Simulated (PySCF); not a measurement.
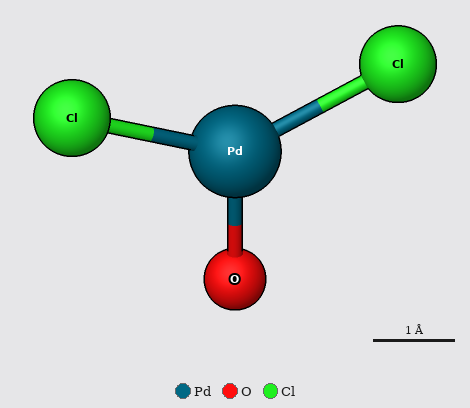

Figure 1. The input geometry (ball-and-stick view, seen at a tilt). Sticks mark near contacts. Bond lengths as drawn: Cl–Pd 2.30 Å and O–Pd 1.87 Å.

Run report: PdOCl$_{2}$, frequency calculation

The run: frequency calculation of PdOCl$_{2}$, multiplicity 5. Method and program: UKS-based B3LYP, Pd def2-SVP with ECP28, O def2-SVP, Cl def2-SVP; non-relativistic Hamiltonian with a scalar-relativistic core potential; density fitting (PySCF 2.14.0).

Log:
```
init E= -1123.13677414033
  alpha nocc = 32  HOMO = -0.295005453762616  LUMO = -0.0189977374805225
  beta  nocc = 28  HOMO = -0.315554637463204  LUMO = -0.242780600887623
  HOMO = -0.295005453763  LUMO = -0.242780600888  gap/eV = 1.42111
cycle= 1 E= -1123.13677414002  delta_E= 3.16e-10  |g|= 2.69e-05  |ddm|= 2.6e-05
  alpha nocc = 32  HOMO = -0.295010932821458  LUMO = -0.0190005333787596
  beta  nocc = 28  HOMO = -0.315554053124599  LUMO = -0.242786816636794
  HOMO = -0.295010932821  LUMO = -0.242786816637  gap/eV = 1.42109
cycle= 2 E= -1123.13677413298  delta_E= 7.04e-09  |g|= 0.000128  |ddm|= 0.000117
  alpha nocc = 32  HOMO = -0.295006840424482  LUMO = -0.0189983482477963
  beta  nocc = 28  HOMO = -0.3155545815271  LUMO = -0.242781616194275
  HOMO = -0.295006840424  LUMO = -0.242781616194  gap/eV = 1.42112
cycle= 3 E= -1123.13677414031  delta_E= -7.34e-09  |g|= 7.86e-06  |ddm|= 9.66e-05
  alpha nocc = 32  HOMO = -0.295006508720418  LUMO = -0.0189982523071182
  beta  nocc = 28  HOMO = -0.315554522039329  LUMO = -0.242781640196122
  HOMO = -0.29500650872  LUMO = -0.242781640196  gap/eV = 1.42111
cycle= 4 E= -1123.13677414035  delta_E= -3.71e-11  |g|= 2.01e-07  |ddm|= 8.71e-06
  alpha nocc = 32  HOMO = -0.295006566030691  LUMO = -0.0189982775224132
  beta  nocc = 28  HOMO = -0.315554531504788  LUMO = -0.24278166399363
  HOMO = -0.295006566031  LUMO = -0.242781663994  gap/eV = 1.42111
Extra cycle  E= -1123.13677414035  delta_E= 1.82e-12  |g|= 4.86e-07  |ddm|= 7.48e-07
converged SCF energy = -1123.13677414035  <S^2> = 6.0199925  2S+1 = 5.0079906
```

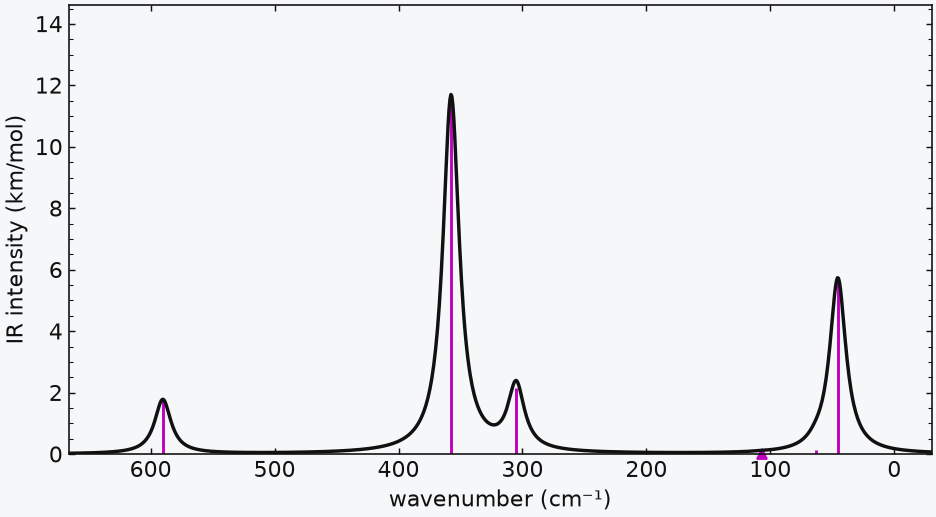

Figure 2. Harmonic infrared spectrum, unscaled: sticks (degenerate modes added up, dark ones marked on the axis) with a Lorentzian envelope of 16 cm⁻¹ full width, scaled to the tallest stick. 6 modes from 46 to 590 cm⁻¹, none imaginary. The strongest line is at 358 cm⁻¹ (11.7 km/mol). All modes, in cm⁻¹ (km/mol): 46 (5.7), 63 (0.1), 107 (0.0), 305 (2.1), 358 (11.7), 590 (1.8).

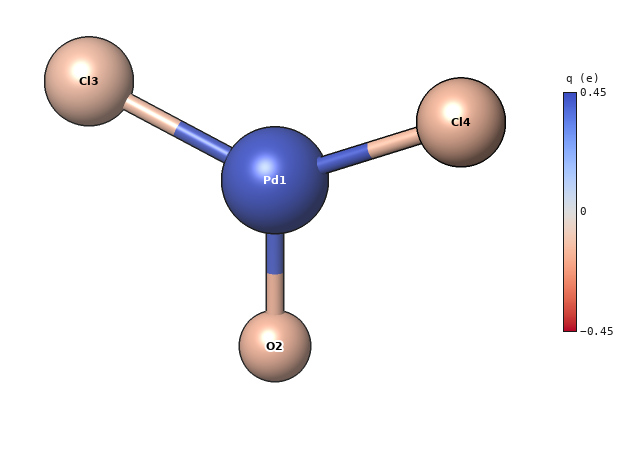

Figure 3. Mulliken charges, as the colour of each atom (ball-and-stick view, seen at a tilt; atoms are numbered from 1 in the order of the input). By element: Pd +0.43, O −0.16 and Cl −0.13 e.

This output came from the following input.

Input file:
```python
from pyscf import gto, scf, dft
mol = gto.M(atom='''
Pd     0.000000     0.000000     0.166238
O      0.000000     0.000000     2.034113
Cl     2.119810     0.000000    -0.716932
Cl    -2.119810     0.000000    -0.716932''',
    basis={'Pd': 'def2-SVP', 'O': 'def2-SVP', 'Cl': 'def2-SVP'},
    ecp={'Pd': 'def2-SVP'},
    charge=0, spin=4)
mf = dft.UKS(mol, xc='B3LYP')
mf.grids.atom_grid = (75, 302)
aux = {'Pd': 'def2-universal-JKFIT', 'O': 'def2-universal-JKFIT', 'Cl': 'def2-universal-JKFIT'}
mf = mf.density_fit(auxbasis=aux)
mf.conv_tol = 1e-09
mf.diis_space = 10
mf.max_cycle = 60
mf.verbose = 4
mf.kernel()
```

The script is an equivalent of the set-up of the self-consistent field. The run itself was carried out by a driver, which started from the orbitals of the step before it where there was one and computed the further properties.

Launched with:
```bash
OMP_NUM_THREADS=2 python axn.py task.json out
```

Key numbers:

- outcome: converged
- total energy: −1123.136774 hartree
- ⟨S²⟩: 6.020
- zero-point energy: 0.003345 hartree
- dipole moment: 0.22 D
- wavenumbers, lowest and highest: 46 and 590 cm⁻¹
- hardware: 2 threads of Intel Xeon (Granite Rapids), 64 GiB of memory available, shared host
- wall time: 43 s (CPU time 84 s)
- peak memory: 1 GiB
